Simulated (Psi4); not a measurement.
# H3O+ (oxonium): r2SCAN/aug-cc-pVTZ

What is the vertical singlet–triplet gap of H3O+ (oxonium) at r2SCAN/aug-cc-pVTZ? 

The results are computed with Psi4 1.11.

1 further run of the same task is left out (set aside as unsound or not needed).

### 1 The system as given

The species is H3O+ (4 atoms), meant as a singlet with charge +1. SMILES: `[OH3+]`. The coordinates come from a PBE0-D4/def2-TZVP relaxation.

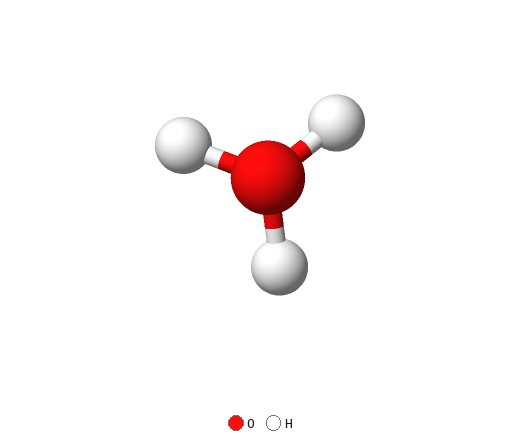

Viewed from a chosen angle; oxygen red, hydrogen white.

### 2 Energy and gradient at r2SCAN/aug-cc-pVTZ

File input.json:

```json
{
  "schema_name": "qcschema_input",
  "schema_version": 1,
  "molecule": {
    "schema_name": "qcschema_molecule",
    "schema_version": 2,
    "symbols": ["O", "H", "H", "H"],
    "geometry": [0.34387346, -0.10714747, -0.09970195, 0.4139634, 1.73560006, 0.02861045, -0.77269012, -0.69596723, -1.45013803, 0.01485325, -0.93248536, 1.52126732],
    "molecular_charge": 1,
    "molecular_multiplicity": 1,
    "fix_symmetry": "c1",
    "fix_com": true,
    "fix_orientation": true
  },
  "driver": "gradient",
  "model": {
    "method": "r2scan",
    "basis": "aug-cc-pVTZ"
  },
  "keywords": {
    "reference": "rks",
    "puream": true,
    "e_convergence": 1e-09,
    "d_convergence": 1e-08,
    "scf_type": "pk",
    "dft_radial_points": 99,
    "dft_spherical_points": 590,
    "scf_properties": ["LOWDIN_CHARGES", "WIBERG_LOWDIN_INDICES", "DIPOLE"]
  }
}
```

Started as:

```console
psi4 --qcschema input.json -n 1 --memory 1600MB
```

stdout, shortened:

```text
[...]
  Running in c1 symmetry.
[...]
  Nuclear repulsion =   13.956307389084099
[...]
  Multiplicity = 1
[...]
  Nalpha       = 5
  Nbeta        = 5
[...]
    Number of basis functions: 115
[...]
   @RKS iter   1:   -76.60179307745081    1.69439e-01   4.93550e-03 DIIS/ADIIS
[...]
   @RKS iter   8:   -76.69740524141211   -1.70530e-12   8.67893e-10 DIIS
[...]
    Orbital Energies [Eh]
    ---------------------
    Doubly Occupied:
       1A    -19.389718     2A     -1.414429     3A     -0.902057
       4A     -0.902026     5A     -0.701954
[...]
  @RKS Final Energy:   -76.69740524141211
   => Energetics <=
    Nuclear Repulsion Energy =             13.9563073890840990
    One-Electron Energy =                -128.6037068557285750
    Two-Electron Energy =                  47.3338274616699266
    DFT Exchange-Correlation Energy =      -9.3838332364375692
    Empirical Dispersion Energy =           0.0000000000000000
    VV10 Nonlocal Energy =                  0.0000000000000000
    Total Energy =                        -76.6974052414121132
[...]
 Multipole Moments:
 ------------------------------------------------------------------------------------
     Multipole            Electronic (a.u.)      Nuclear  (a.u.)        Total (a.u.)
 ------------------------------------------------------------------------------------
 L = 1.  Multiply by 2.5417464519 to convert [e a0] to [Debye]
 Dipole X            :         -2.6831361            2.4071142           -0.2760219
 Dipole Y            :          0.8360641           -0.7500323            0.0860318
 Dipole Z            :          0.7778993           -0.6978759            0.0800234
 Magnitude           :                                                    0.2999888
[...]
  -Total Gradient:
     Atom            X                  Y                   Z
    ------   -----------------  -----------------  -----------------
       1       -0.001932552381     0.000613731378     0.000558663468
       2        0.000750682007     0.000086615312    -0.000179379203
       3        0.000539116414    -0.000345093959    -0.000435092167
       4        0.000672108756    -0.000364255228     0.000047392767
[...]
```

The result, in JSON:

```text
{
 "driver": "gradient",
 "model": {
  "method": "r2scan",
  "basis": "aug-cc-pVTZ"
 },
 "success": true,
 "return_result": [-0.0019325523808990108, 0.0006137313775678756, 0.0005586634681795863, 0.0007506820070553033, 8.661531154491309e-05, -0.0001793792034174525, 0.0005391164144644134, -0.0003450939587096302, -0.00043509216736870027, 0.0006721087555374497, -0.0003642552278530775, 4.739276654158742e-05],
 "properties": {
  "calcinfo_nbasis": 115,
  "calcinfo_nmo": 115,
  "calcinfo_nalpha": 5,
  "calcinfo_nbeta": 5,
  "calcinfo_natom": 4,
  "nuclear_repulsion_energy": 13.956307389084099,
  "return_energy": -76.69740524141211,
  "return_gradient": [-0.0019325523808990108, 0.0006137313775678756, 0.0005586634681795863, 0.0007506820070553033, 8.661531154491309e-05, -0.0001793792034174525, 0.0005391164144644134, -0.0003450939587096302, -0.00043509216736870027, 0.0006721087555374497, -0.0003642552278530775, 4.739276654158742e-05],
  "scf_one_electron_energy": -128.60370685572857,
  "scf_two_electron_energy": 47.33382746166993,
  "scf_xc_energy": -9.38383323643757,
  "scf_dipole_moment": [-0.2760218644271002, 0.0860317776770948, 0.08002339637967704],
  "scf_total_energy": -76.69740524141211,
  "scf_total_gradient": [-0.0019325523808990108, 0.0006137313775678756, 0.0005586634681795863, 0.0007506820070553033, 8.661531154491309e-05, -0.0001793792034174525, 0.0005391164144644134, -0.0003450939587096302, -0.00043509216736870027, 0.0006721087555374497, -0.0003642552278530775, 4.739276654158742e-05],
  "scf_iterations": 8
 }
}
```

Run time: 55 s. Hardware: 1 thread of Intel Xeon Platinum 8259CL at 2.50GHz (Skylake/Cascade Lake), shared host; peak memory 0.68 GiB.

### 3 The triplet

File h3o.py:

```python
import psi4

psi4.set_memory('1600 MB')
psi4.set_num_threads(1)
psi4.core.set_output_file('h3o.out', False)

mol = psi4.geometry("""
1 3
O      0.181970    -0.056700    -0.052760
H      0.219060     0.918440     0.015140
H     -0.408890    -0.368290    -0.767380
H      0.007860    -0.493450     0.805020
symmetry c1
""")

options = {'basis': 'aug-cc-pVTZ', 'reference': 'uks', 'puream': True, 'e_convergence': 1e-09, 'd_convergence': 1e-08, 'scf_type': 'pk', 'dft_radial_points': 99, 'dft_spherical_points': 590, 'maxiter': 100}
psi4.set_options(options)

E, wfn = psi4.gradient("r2scan", return_wfn=True)
psi4.oeprop(wfn, "WIBERG_LOWDIN_INDICES", "QUADRUPOLE", "DIPOLE")
print('gradient / Eh bohr^-1')
print(E.np.round(6))
print(f'energy = {wfn.energy():.10f} Eh')
for k, v in sorted(psi4.core.scalar_variables().items()):
    print(f'{k:45s} {v:18.10f}')
```

Started as:

```console
python h3o.py
```

h3o.out, shortened:

```text
[...]
  Running in c1 symmetry.
[...]
  Nuclear repulsion =   13.956307360664804
[...]
  Multiplicity = 3
[...]
  Nalpha       = 6
  Nbeta        = 4
[...]
    Number of basis functions: 115
[...]
   @UKS iter   1:   -76.28238194934897    4.88850e-01   1.74026e-03 ADIIS/DIIS
[...]
   @UKS iter  10:   -76.30080187560463   -6.53699e-13   5.10256e-09 DIIS
[...]
   @S^2 Observed:                2.003002699E+00
[...]
  @UKS Final Energy:   -76.30080187560463
   => Energetics <=
    Nuclear Repulsion Energy =             13.9563073606648036
    One-Electron Energy =                -126.6235400362130719
    Two-Electron Energy =                  45.6326434310083542
    DFT Exchange-Correlation Energy =      -9.2662126310647182
    Empirical Dispersion Energy =           0.0000000000000000
    VV10 Nonlocal Energy =                  0.0000000000000000
    Total Energy =                        -76.3008018756046340
[...]
  -Total Gradient:
     Atom            X                  Y                   Z
    ------   -----------------  -----------------  -----------------
       1       -0.009322772615     0.002908010389     0.002707360098
       2       -0.034629156988    -0.122767234384    -0.000606219774
       3        0.050370041707     0.051401672284     0.105312158401
       4       -0.006043392119     0.068339859169    -0.107514220546
[...]
 Multipole Moments:
 ------------------------------------------------------------------------------------
     Multipole            Electronic (a.u.)      Nuclear  (a.u.)        Total (a.u.)
 ------------------------------------------------------------------------------------
 L = 1.  Multiply by 2.5417464519 to convert [e a0] to [Debye]
 Dipole X            :          0.5192836           -0.5737000           -0.0544163
 Dipole Y            :         -0.1618415            0.1787591            0.0169176
 Dipole Z            :         -0.1504946            0.1663531            0.0158585
 Magnitude           :                                                    0.0591510
 L = 2.  Multiply by 1.3450342976 to convert [e a0^2] to [Debye ang]
 Quadrupole XX       :         -6.2714140            1.2178037           -5.0536103
 Quadrupole XY       :         -1.0575266            1.1024355            0.0449089
[...]
```

Standard output:

```text
gradient / Eh bohr^-1
[[-0.009323  0.002908  0.002707]
 [-0.034629 -0.122767 -0.000606]
 [ 0.05037   0.051402  0.105312]
 [-0.006043  0.06834  -0.107514]]
energy = -76.3008018756 Eh
CURRENT ENERGY                                    -76.3008018756
CURRENT REFERENCE ENERGY                          -76.3008018756
DD SOLVATION ENERGY                                 0.0000000000
DFT FUNCTIONAL TOTAL ENERGY                       -76.3008018756
DFT TOTAL ENERGY                                  -76.3008018756
DFT VV10 ENERGY                                     0.0000000000
DFT XC ENERGY                                      -9.2662126311
GRID ELECTRONS ALPHA                                6.0000003368
GRID ELECTRONS BETA                                 3.9999999952
GRID ELECTRONS TOTAL                               10.0000003320
NUCLEAR REPULSION ENERGY                           13.9563073607
ONE-ELECTRON ENERGY                              -126.6235400362
PCM POLARIZATION ENERGY                             0.0000000000
PE ENERGY                                           0.0000000000
SCF ITERATION ENERGY                              -76.3008018756
SCF ITERATIONS                                     10.0000000000
SCF TOTAL ENERGY                                  -76.3008018756
TWO-ELECTRON ENERGY                                45.6326434310
XC GRID RADIAL POINTS                              99.0000000000
XC GRID SPHERICAL POINTS                          590.0000000000
XC GRID TOTAL POINTS                           227065.0000000000
```

It took 91 s on 1 thread of Intel Xeon Platinum 8259CL at 2.50GHz (Skylake/Cascade Lake), shared host; peak memory 0.67 GiB.

### 4 Outcome

Level: r2SCAN/aug-cc-pVTZ.

```
                                        quantity         value
                           singlet: total energy  -76.69741 Eh
                            singlet: HOMO energy     -19.10 eV
                            singlet: LUMO energy      -7.20 eV
                          singlet: HOMO–LUMO gap      11.90 eV
               singlet: largest force on an atom    0.108 eV/Å
                           triplet: total energy  -76.30080 Eh
     triplet: HOMO energy (highest over α and β)     -10.72 eV
                                   triplet: ⟨S²⟩         2.003
               triplet: largest force on an atom    6.559 eV/Å
vertical energy of the triplet above the singlet     10.792 eV
```

**Reading.** At this shape the triplet lies 10.79 eV (249 kcal/mol) above the singlet.
